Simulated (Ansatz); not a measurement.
**CH5BClNO (SMILES NB(Cl)CO): SVWN5/6-31G(d) (spherical functions)**

What is the vertical ionisation energy of CH5BClNO at SVWN5/6-31G* (spherical functions)? 

The results are computed with Ansatz 0.2.0.

141 further runs of the same task are left out: 141 set aside as unsound or not needed.

## (1) Starting point

CH5BClNO: 10 atoms, total charge 0, spin state singlet. SMILES: `NB(Cl)CO`. The shape is that of a PBE0-D4/def2-TZVP optimisation. This is a higher conformer, about 10 kJ/mol above the lowest found by a separate search.

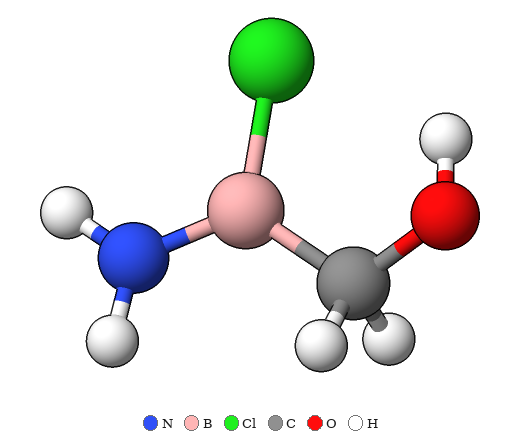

Viewed from a chosen angle; nitrogen blue, boron pink, chlorine green, carbon grey, oxygen red, hydrogen white.

## (2) The energy at SVWN5/6-31G(d) (spherical functions)

job.yaml reads:

```yaml
crystal:
  periodic: [false, false, false]
  atoms:
    - symbol: N
      position_ang: [-1.481300, 0.770100, 0.263800]
    - symbol: B
      position_ang: [-0.131200, 0.458300, 0.272600]
    - symbol: Cl
      position_ang: [0.978400, 1.531400, 1.166200]
    - symbol: C
      position_ang: [0.484800, -0.764800, -0.509200]
    - symbol: O
      position_ang: [1.724500, -1.243900, -0.030200]
    - symbol: H
      position_ang: [-1.860400, 1.585400, 0.713900]
    - symbol: H
      position_ang: [-2.164100, 0.196600, -0.201200]
    - symbol: H
      position_ang: [-0.217400, -1.606600, -0.495200]
    - symbol: H
      position_ang: [0.570000, -0.469000, -1.570200]
    - symbol: H
      position_ang: [2.179800, -0.508700, 0.392200]
basis:
  gaussian:
    orbitals: 6-31G_st_-spherical.json
total_charge: 0
hamiltonian:
  xc: {name: SVWN5}
accuracy: high
output: {orbitals: {seedname: orbitals}}
```

The basis set 6-31G* is read from a file made from the Basis Set Exchange's data (not shown).

The run is started by

```
$ ansatz run job.yaml --threads 1 --pin off --max-ram 3480MiB --events-out events.jsonl --progress --plain --runs-dir runs
```

What it wrote:

```text
Warning: RAYON_NUM_THREADS=1 ignored (pool sized by the plan → 1); use --threads N
Functional definition: SVWN5
  name "SVWN5"
  exchange = slater_x
  correlation = vwn5_c
1985 factors; integrals over basis functions are off by at most 4.5e-9 eV
mean field evaluation 1: about -17759.4888 eV, gradient 7.4e1 eV
mean field evaluation 2: about -17734.1343 eV, gradient 1.3e2 eV
mean field evaluation 4: about -17770.4766 eV, gradient 7.1e0 eV
mean field evaluation 8: about -17770.5832 eV, gradient 4.5e-1 eV
mean field evaluation 16: about -17770.5837 eV, gradient 2.2e-5 eV
mean field -17770.58369536 eV, -653.0569054701 hartree, gradient 5.5e-8 eV, S^2 0.000000; 0 other end points of the search recorded, 0 dependent functions left out
reference -17770.58369787 eV, -653.0569055624 hartree; 24, 24 occupied and 60, 60 virtual orbitals, 1985 factors
Total energy: -17770.58369787 eV, -653.0569055624 hartree
```

It took 3.9 s on 1 thread of Arm Neoverse V2, shared host; peak memory 0.22 GiB.

## (3) The doublet cation at the same level

input.yaml reads:

```yaml
crystal:
  periodic: [false, false, false]
  atoms:
    - {symbol: N, position_ang: [-1.481300, 0.770100, 0.263800]}
    - {symbol: B, position_ang: [-0.131200, 0.458300, 0.272600]}
    - {symbol: Cl, position_ang: [0.978400, 1.531400, 1.166200]}
    - {symbol: C, position_ang: [0.484800, -0.764800, -0.509200]}
    - {symbol: O, position_ang: [1.724500, -1.243900, -0.030200]}
    - {symbol: H, position_ang: [-1.860400, 1.585400, 0.713900]}
    - {symbol: H, position_ang: [-2.164100, 0.196600, -0.201200]}
    - {symbol: H, position_ang: [-0.217400, -1.606600, -0.495200]}
    - {symbol: H, position_ang: [0.570000, -0.469000, -1.570200]}
    - {symbol: H, position_ang: [2.179800, -0.508700, 0.392200]}
basis:
  gaussian: {orbitals: 6-31G_st_-spherical.json}
hamiltonian: {xc: {name: SVWN5}}
total_charge: 1
output: {orbitals: {seedname: orbitals}}
accuracy: high
magnetization: {spin_polarized: true, initial_magnetization: 1}
```

The basis set 6-31G* is read from a file made from the Basis Set Exchange's data (not shown).

The run is started by

```
$ ansatz run input.yaml --threads 1 --pin off --max-ram 3480MiB --events-out events.jsonl --progress --plain --runs-dir runs
```

What it wrote:

```text
Warning: RAYON_NUM_THREADS=1 ignored (pool sized by the plan → 1); use --threads N
[... 4 set-up lines as earlier in the session ...]
1983 factors; integrals over basis functions are off by at most 4.5e-9 eV
mean field evaluation 1: about -17736.6476 eV, gradient 7.2e1 eV
mean field evaluation 2: about -17573.1622 eV, gradient 1.6e2 eV
mean field evaluation 4: about -17754.3365 eV, gradient 3.9e1 eV
mean field evaluation 8: about -17761.1443 eV, gradient 5.4e0 eV
mean field evaluation 16: about -17761.3204 eV, gradient 7.4e-3 eV
mean field evaluation 32: about -17759.5093 eV, gradient 8.4e0 eV
mean field -17761.32041055 eV, -652.7164860322 hartree, gradient 2.8e-8 eV, S^2 0.751704; 6 other end points of the search recorded, 0 dependent functions left out
reference -17761.32041289 eV, -652.7164861185 hartree; 24, 23 occupied and 60, 61 virtual orbitals, 1983 factors
Total energy: -17761.32041289 eV, -652.7164861185 hartree
```

Wall time 9 s (1 thread of Arm Neoverse V2, shared host); peak memory 0.27 GiB.

## (4) Outcome

Level: SVWN5/6-31G* (spherical functions).

| quantity | value |
| --- | --- |
| singlet CH5BClNO: total energy | -653.05691 Eh |
| singlet CH5BClNO: HOMO energy | -5.43 eV |
| singlet CH5BClNO: LUMO energy | -0.55 eV |
| singlet CH5BClNO: HOMO–LUMO gap | 4.88 eV |
| doublet cation: total energy | -652.71649 Eh |
| doublet cation: HOMO energy (highest over α and β) | -12.93 eV |
| doublet cation: LUMO energy (lowest over α and β) | -12.63 eV |
| doublet cation: ⟨S²⟩ | 0.752 |
| vertical ionisation energy (to the doublet cation) | 9.263 eV |

**Reading.** The vertical ionisation energy comes to 9.26 eV (214 kcal/mol). The negative HOMO energy of the first species, 5.43 eV, lies 3.83 eV below that difference.
